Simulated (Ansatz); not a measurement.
# GeH3O2F (SMILES [OH][GeH]([OH])[F]): wB97X/def2-SVP

Aim: the energy change on altering one bond length of GeH3O2F at wB97X/def2-SVP, from 2 runs. 

Program for the calculation: Ansatz 0.2.0.

72 further runs of the same task are left out: 72 set aside as unsound or not needed.

### Step 1. The system as given

The species is GeH3O2F (7 atoms), meant as a singlet with charge 0. As SMILES, `[OH][GeH]([OH])[F]`. The coordinates come from a PBE0-D4/def2-TZVP relaxation. This is one conformer, not always the lowest.

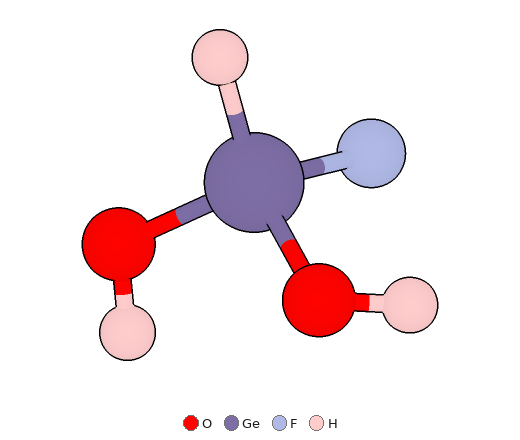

The structure, seen from a chosen angle (oxygen red, germanium purple, fluorine light blue, hydrogen pink).

### Step 2. The energy at wB97X/def2-SVP

Contents of molecule.yaml:

```yaml
crystal:
  periodic: [false, false, false]
  atoms:
    - {symbol: O, position_ang: [-0.352900, 1.140300, -0.859300]}
    - {symbol: Ge, position_ang: [-0.107500, -0.026800, 0.432400]}
    - {symbol: O, position_ang: [1.518200, -0.656000, 0.307600]}
    - {symbol: F, position_ang: [-1.260300, -1.284500, 0.113200]}
    - {symbol: H, position_ang: [-1.209200, 1.041800, -1.283900]}
    - {symbol: H, position_ang: [-0.331400, 0.485800, 1.847500]}
    - {symbol: H, position_ang: [1.804400, -0.768700, -0.603100]}
basis:
  gaussian: {orbitals: def2-SVP}
accuracy: high
hamiltonian: {xc: {name: wB97X}}
output: {orbitals: {seedname: orbitals}}
```

The run is started by

```bash
$ ansatz run molecule.yaml --threads 1 --pin off --max-ram 3480MiB --events-out events.jsonl --progress --plain --runs-dir runs
```

Standard output:

```text
Warning: RAYON_NUM_THREADS=1 ignored (pool sized by the plan → 1); use --threads N
Functional definition: wB97X
  name "wB97X"
  parameter omega = 0.3/bohr
  parameter cx = 0.157706
  parameter cx1 = 0.726479
  parameter cx2 = 1.04760
  parameter cx3 = -5.70635
  parameter cx4 = 13.2794
  parameter css1 = -4.33879
  parameter css2 = 18.2308
  parameter css3 = -31.7430
  parameter css4 = 17.2901
  parameter cos1 = 2.37031
  parameter cos2 = -11.3995
  parameter cos3 = 6.58405
  parameter cos4 = -3.78132
  exchange = spin_sum(e_x_unif_sr(omega)*poly(b97_u_x, 1 - cx, cx1, cx2, cx3, cx4)) + cx*exact_x_sr(omega)
      + exact_x_lr(omega)
  correlation = spin_sum(e_c_pw_same_spin*poly(b97_u_same, 1, css1, css2, css3, css4))
      + integral(e_c_pw_opposite_spin*poly(b97_u_opposite, 1, cos1, cos2, cos3, cos4))
1869 factors; integrals over basis functions are off by at most 4.4e-9 eV
314 factors; integrals over basis functions are off by at most 2.5e-9 eV
mean field evaluation 1: about -63359.9153 eV, gradient 6.6e1 eV
mean field evaluation 2: about -63358.6833 eV, gradient 7.5e1 eV
mean field evaluation 4: about -63367.2921 eV, gradient 1.5e0 eV
mean field evaluation 8: about -63367.3841 eV, gradient 1.3e-1 eV
mean field evaluation 16: about -63367.3841 eV, gradient 1.6e-5 eV
mean field -63367.38409664 eV, -2328.7084135958 hartree, gradient 7.5e-8 eV, S^2 0.000000; 0 other end points of the search recorded, 0 dependent functions left out
reference -63367.38409394 eV, -2328.7084134968 hartree; 30, 30 occupied and 59, 59 virtual orbitals, 1869 factors
Total energy: -63367.38409394 eV, -2328.7084134968 hartree
```

It took 25 s on 1 thread of Arm Neoverse V2, shared host; peak memory 0.51 GiB.

### Step 3. The distorted shape

Contents of run.yaml:

```yaml
crystal:
  periodic: [false, false, false]
  atoms:
    - {symbol: O, position_ang: [0.569370, 2.146492, -0.603932]}
    - {symbol: Ge, position_ang: [0.814770, 0.979392, 0.687768]}
    - {symbol: O, position_ang: [2.440470, 0.350192, 0.562968]}
    - {symbol: F, position_ang: [-1.260300, -1.284500, 0.113200]}
    - {symbol: H, position_ang: [-0.286930, 2.047992, -1.028532]}
    - {symbol: H, position_ang: [0.590870, 1.491992, 2.102868]}
    - {symbol: H, position_ang: [2.726670, 0.237492, -0.347732]}
basis:
  gaussian:
    orbitals: def2-SVP
hamiltonian:
  xc: {name: wB97X}
accuracy: high
output:
  orbitals: {seedname: orbitals}
```

The run is started by

```bash
$ ansatz run run.yaml --threads 1 --pin off --max-ram 3480MiB --events-out events.jsonl --progress --plain --runs-dir runs
```

Standard output, cut to the lines that bear on the results:

```text
Warning: RAYON_NUM_THREADS=1 ignored (pool sized by the plan → 1); use --threads N
Functional definition: wB97X
  name "wB97X"
[...]
      + exact_x_lr(omega)
[...]
      + integral(e_c_pw_opposite_spin*poly(b97_u_opposite, 1, cos1, cos2, cos3, cos4))
1795 factors; integrals over basis functions are off by at most 4.1e-9 eV
330 factors; integrals over basis functions are off by at most 2.0e-9 eV
[...]
mean field -63362.32383459 eV, -2328.5224523955 hartree, gradient 3.2e-8 eV, S^2 0.000000; 0 other end points of the search recorded, 0 dependent functions left out
reference -63362.32383191 eV, -2328.5224522969 hartree; 30, 30 occupied and 59, 59 virtual orbitals, 1795 factors
Total energy: -63362.32383191 eV, -2328.5224522969 hartree
```

Run time: 31 s. Hardware: 1 thread of Arm Neoverse V2, shared host; peak memory 0.49 GiB.

### Step 4. Results

At wB97X/def2-SVP:

| quantity | value |
| --- | --- |
| first shape: total energy | -2328.70841 Eh |
| first shape: HOMO energy | -11.68 eV |
| first shape: LUMO energy | 2.75 eV |
| first shape: HOMO–LUMO gap | 14.43 eV |
| distorted shape: total energy | -2328.52245 Eh |
| distorted shape: HOMO energy | -9.23 eV |
| distorted shape: LUMO energy | -2.04 eV |
| distorted shape: HOMO–LUMO gap | 7.19 eV |
| energy change with the Ge2–F4 bond stretched from 1.736 to 3.124 Å | 5.060 eV |

What this shows: With the Ge2–F4 bond stretched from 1.736 to 3.124 Å the energy rises by 5.06 eV (117 kcal/mol). The first shape isn't relaxed at this level, so the change isn't measured from a minimum. A restricted reference can't describe the breaking bond well at this length.
